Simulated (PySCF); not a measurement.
# UM06-2X/STO-6G run of BSiH4 (SMILES [BH][SiH3])

What is the vertical ionisation energy of BSiH4 at UM06-2X/STO-6G? 

The calculation is run with PySCF 2.14.0.

5 further runs of the same task are left out: 5 set aside as unsound or not needed.

## Step 1: The system as given

The species is BSiH4 (6 atoms), meant as a doublet with charge 0. SMILES: `[BH][SiH3]`. The coordinates come from a GFN2-xTB relaxation.

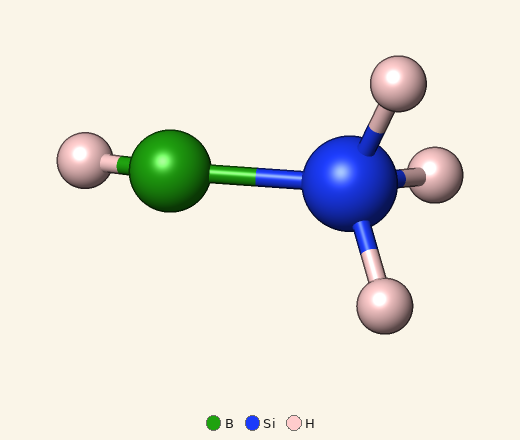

The structure, seen from a chosen angle (boron green, silicon blue, hydrogen pink).

## Step 2: The energy at UM06-2X/STO-6G

Contents of start.xyz:

```xyz
6

B      0.938510    -0.830080     0.651420
Si    -0.268720     0.378400    -0.198310
H      1.206890    -1.921260     0.929580
H     -1.511470    -0.138420    -0.820190
H      0.392690     1.102720    -1.300860
H     -0.757900     1.408630     0.738360
```

Contents of input.py:

```python
# [BH][SiH3]
from pyscf import gto, dft

mol = gto.M(
    atom='start.xyz',
    basis='sto-6g',
    spin=1,
    verbose=3,
    max_memory=1860,
)

myscf = dft.UKS(mol)
myscf.xc = 'm06-2x'
myscf.conv_tol = 1e-10
myscf.grids.level = 5
myscf.kernel()
if not myscf.converged:
    myscf = myscf.newton().run(myscf.mo_coeff, myscf.mo_occ)

etot = myscf.e_tot
print('E(%s) = %.9f' % ('M06-2X', etot))
```

The run is started by

```sh
$ OMP_NUM_THREADS=1 python input.py
```

The log of the run:

```text
WARN: HOMO -0.0400596071365759 >= LUMO -0.0400596071365762

converged SCF energy = -315.438828139632  <S^2> = 0.75246018  2S+1 = 2.0024587
E(M06-2X) = -315.438828140
```

It took 9 s on 1 thread of Arm Neoverse V1, shared host; peak memory 0.21 GiB.

## Step 3: The singlet cation at the same level

Contents of calc.py:

```python
from pyscf import gto, dft

mol = gto.M(
    atom='''
B    0.938510  -0.830080   0.651420
Si  -0.268720   0.378400  -0.198310
H    1.206890  -1.921260   0.929580
H   -1.511470  -0.138420  -0.820190
H    0.392690   1.102720  -1.300860
H   -0.757900   1.408630   0.738360
''',
    max_memory=1860,
    spin=0,
    charge=1,
    verbose=3,
    basis='sto-6g',
)

mf = dft.RKS(mol)
mf.xc = 'm06-2x'
mf.conv_tol = 1e-10
mf.grids.level = 5
mf.kernel()
if not mf.converged:
    mf = mf.newton().run(mf.mo_coeff, mf.mo_occ)

energy = mf.e_tot
print('E(%s) = %.9f' % ('M06-2X', energy))
```

The run is started by

```sh
$ OMP_NUM_THREADS=1 python calc.py
```

The log of the run:

```text
converged SCF energy = -315.205794677016
E(M06-2X) = -315.205794677
```

It took 4.8 s on 1 thread of Arm Neoverse V1, shared host; peak memory 0.2 GiB.

## Step 4: What came out

At UM06-2X/STO-6G:

| quantity | value |
| --- | --- |
| doublet BSiH4: total energy | -315.43883 Eh |
| doublet BSiH4: dipole moment | 0.43 D |
| doublet BSiH4: HOMO energy (highest over α and β) | -4.26 eV |
| doublet BSiH4: LUMO energy (lowest over α and β) | 1.82 eV |
| doublet BSiH4: ⟨S²⟩ | 0.752 |
| singlet cation: total energy | -315.20579 Eh |
| singlet cation: HOMO energy | -15.69 eV |
| singlet cation: LUMO energy | -8.04 eV |
| singlet cation: HOMO–LUMO gap | 7.65 eV |
| vertical ionisation energy (to the singlet cation) | 6.341 eV |

In words: The vertical ionisation energy comes to 6.34 eV (146 kcal/mol). Only the singlet of the ionised species was computed; a triplet could lie lower. In a minimal basis such a difference can be off by several eV, whatever the method. Mulliken charges (doublet BSiH4) run from -0.14 on H4 to +0.47 on Si2.
